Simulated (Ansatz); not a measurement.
## Electronic structure of C₃HF₃ (SMILES FC=C=C(F)F) in real space

The calculation's input:

```
basis:
  gaussian:
    orbitals: def2-TZVPD
crystal:
  periodic: [false, false, false]
  atoms:
    - symbol: C
      position_ang: [-1.196541, 0.702930, -1.268767]
    - symbol: C
      position_ang: [-0.820426, -0.367098, -0.626644]
    - symbol: C
      position_ang: [-0.453603, -1.425045, 0.034816]
    - symbol: F
      position_ang: [-1.014079, 0.872829, -2.592731]
    - symbol: F
      position_ang: [0.726869, -1.590099, 0.618862]
    - symbol: F
      position_ang: [-1.206066, -2.499890, 0.235752]
    - symbol: H
      position_ang: [-1.689812, 1.563060, -0.822188]
output: {forces: true, orbitals: {seedname: orbitals}}
hamiltonian:
  xc: {name: PBE0}
```

Command:

```sh
ansatz run input.yaml --threads 1 --pin off --max-ram 2610MiB --events-out events.jsonl --progress --plain --runs-dir runs
```

Geometry: B3LYP/6-31G*.

Method: isolated molecule in a Gaussian basis; Kohn-Sham density functional theory, functional PBE0 (Ansatz).

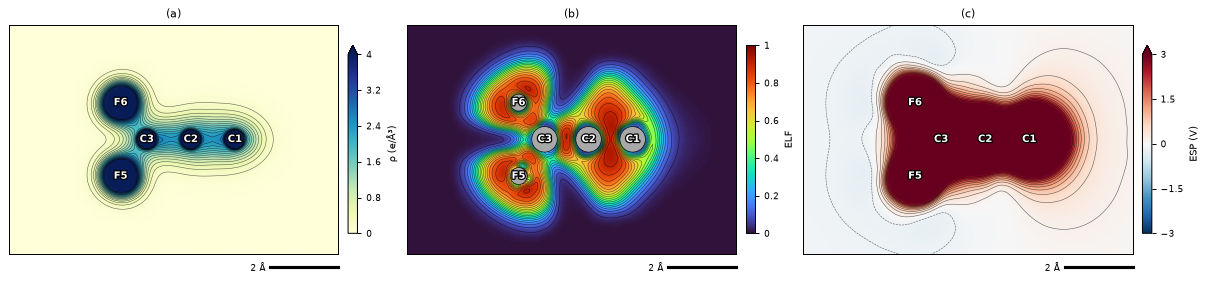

Figure 1. (a) total electron density; (b) electron localisation function; (c) electrostatic potential on the plane of atoms C2, C3 and F6. Grey discs cover the atomic cores in the ELF map.

> Describe what can be read from this map.

- Atoms in the plane: C and F.
- C–C (1.30 Å): the density is about 2.5 e/Å³ at the midpoint; the ELF peaks at about 0.90 between the atoms (a multiple bond).
- C–F (1.33 Å): ρ at the midpoint is about 2.4 e/Å³; the ELF peaks at about 0.85 between the atoms, as expected for a polar covalent bond.
- The ELF also peaks beside F5 and F6, away from the bonds: lone-pair regions.
- The potential has no marked negative region in this plane.

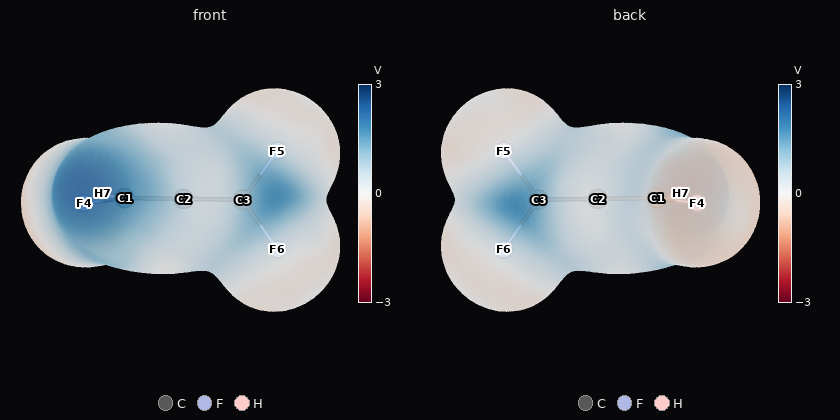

Figure 2. The electrostatic potential painted on the density surface at 0.004 e/bohr³, seen from the front and from behind; the colour scale runs from red (negative) to blue (positive).

> Where is the surface potential most negative and most positive?

The most negative region (about −0.6 V) lies over F4, the most positive (about +2.3 V) over H7.

> What dipole moment does the calculation give?

Its dipole moment is 1.40 D.

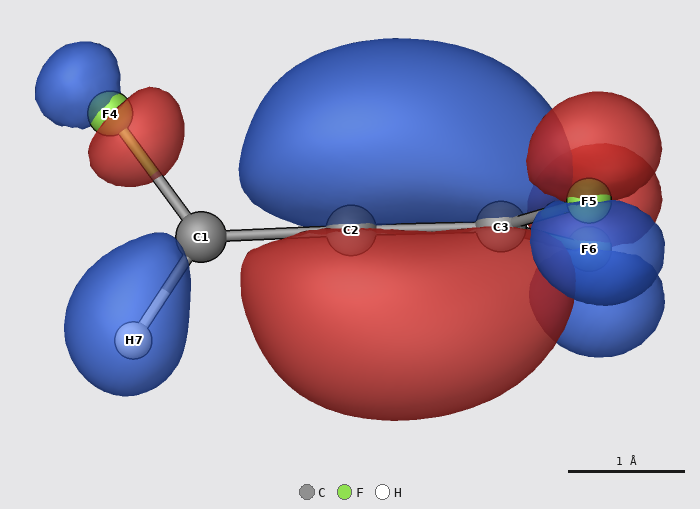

Figure 3. The HOMO at ±0.1 Å⁻³ᐟ² (red and blue are the two phases), seen from one side.

> What is the character of this orbital?

It lies mainly on C2 (about 40 %), C3 (about 30 %), F6 (about 10 %), F5 (about 10 %) and C1 (about 5 %); π-bonding across C2–C3. Its energy is −8.27 eV.

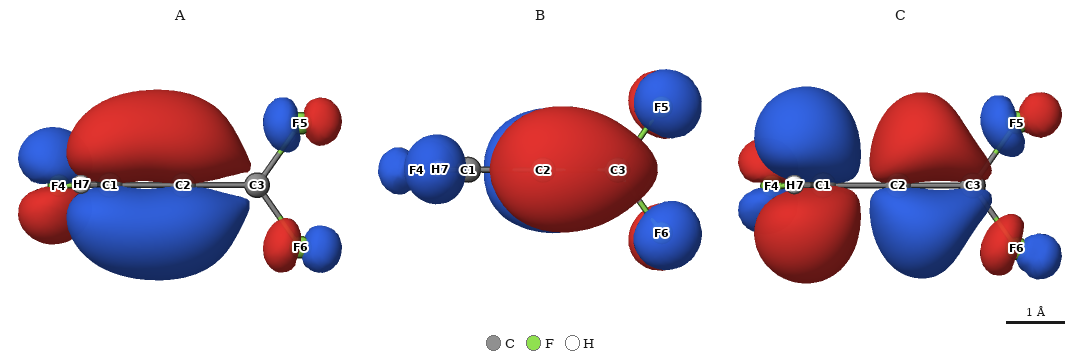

Figure 4. Three frontier orbitals at ±0.1 Å⁻³ᐟ² (red and blue are the two phases), in no order.

> Which picture is the HOMO−1, the HOMO and the LUMO?

A is the HOMO−1 (−8.63 eV). Its weight (Hirshfeld) is mainly on C2 (about 40 %), C1 (about 30 %) and F4 (about 15 %); π-bonding across C2–C1. B is the HOMO (−8.27 eV). It lies mainly on C2 (about 40 %), C3 (about 30 %), F6 (about 10 %), F5 (about 10 %) and C1 (about 5 %); π-bonding across C2–C3. C is the LUMO (−1.04 eV). It lies mainly on C1 (about 35 %), C2 (about 25 %), C3 (about 15 %), F4 (about 5 %) and H7 (about 5 %); π-antibonding (π*) across C1–C2.

> What is the HOMO–LUMO gap?

7.23 eV between the orbital energies.
